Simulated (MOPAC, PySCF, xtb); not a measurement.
Breaking a bond: SMILES CBr (CH3Br). The C1–Br5 bond (C1 also carries H, H, H; Br5 carries nothing else) is stretched with both fragments frozen at the PBE0/def2-TZVP optimised geometry.

```
5

C      0.0000     0.0000     0.0000
H      0.8946    -0.5165    -0.3350
H      0.0000     1.0330    -0.3349
H     -0.8946    -0.5165    -0.3349
Br     0.0000     0.0000     1.9327
```

Levels: RCCSD(T) = CCSD(T) on RHF/cc-pVDZ, 10 core orbitals frozen (PySCF); RMP2/3-21G = PySCF 2.14.0 with restricted MP2 (frozen core)/3-21G; GFN1-xTB (xtb); PM3, restricted, heats of formation (MOPAC).

Energies are in kcal/mol, each relative to the lowest point of its own curve near equilibrium.

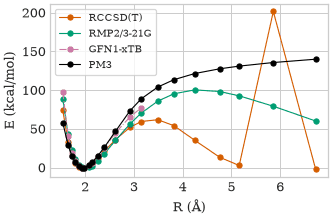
Energy against bond length for each method.

| R / Å | RCCSD(T) | RMP2/3-21G | GFN1-xTB | PM3 |
|---|---|---|---|---|
| 1.54 | 74.0 | 88.5 | 97.4 | 58.0 |
| 1.65 | 32.5 | 42.8 | 41.2 | 28.8 |
| 1.73 | 15.3 | 22.6 | 19.0 | 14.8 |
| 1.80 | 6.4 | 11.2 | 7.9 | 6.6 |
| 1.88 | 1.3 | 3.6 | 1.6 | 1.4 |
| 1.93 | 0.1 | 1.0 | 0.1 | 0.1 |
| 1.97 | 0.0 | 0.0 | 0.0 | 0.0 |
| 2.07 | 2.3 | 0.4 | 2.7 | 2.7 |
| 2.14 | 5.4 | 2.6 | 6.4 | 6.6 |
| 2.26 | 12.3 | 8.9 | 14.9 | 15.2 |
| 2.39 | 20.9 | 17.6 | 25.5 | 25.9 |
| 2.62 | 36.1 | 35.0 | 44.7 | 46.7 |
| 2.92 | 52.0 | 56.5 | 65.5 | 73.4 |
| 3.15 | 59.5 | 70.3 | 77.0 | 88.8 |
| 3.49 | 61.8 | 85.8 | — | 104.0 |
| 3.82 | 54.1 | 95.3 | — | 113.4 |
| 4.25 | 35.1 | 100.3 | — | 121.4 |
| 4.76 | 13.3 | 98.2 | — | 127.5 |
| 5.16 | 2.7 | 92.6 | — | 131.0 |
| 5.86 | 201.5 | 79.2 | — | 135.6 |
| 6.73 | -2.4 | 60.1 | — | 139.9 |

At the longest distance, 6.73 Å, PM3 lies highest above its minimum (139.9 kcal/mol) and RCCSD(T) lowest (-2.4 kcal/mol).

The RCCSD(T) curve passes through a maximum at 5.86 Å and then falls by 204.0 kcal/mol up to the last usable point.

The RMP2/3-21G curve passes through a maximum at 4.25 Å and then falls by 40.2 kcal/mol up to the last usable point.

A dash means that the run gave no value there, or that the column was ended at a point which the program doubted or which failed a test of continuity chosen for this set; such a test can also cut sound points.

The T1 diagnostic of CCSD on the restricted reference of RCCSD(T) exceeds 0.045 at 3.49 to 6.73 Å. The restricted form behind RMP2/3-21G, PM3 keeps the bonding electrons paired and can't separate into open-shell fragments.
